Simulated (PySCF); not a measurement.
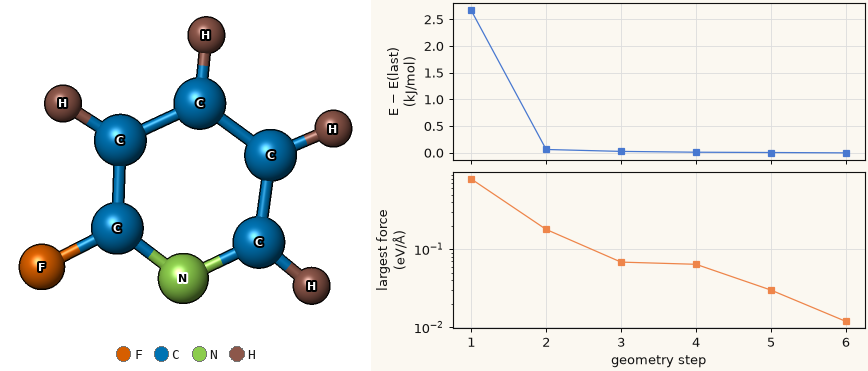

Beside the plot: the molecule at the start.

History of a geometry optimisation.

2-fluoropyridine (SMILES Fc1ccccn1); PBE0-D3(BJ)/def2-SVP, geometry optimisation in PySCF.

### How did the optimisation end?

The optimisation met its thresholds at geometry 6, counting the start as the first. The energy fell by about 2.7 kJ/mol from the first step to the last. The largest force goes from about 0.79 eV/Å at the start to 0.012 eV/Å at the end.
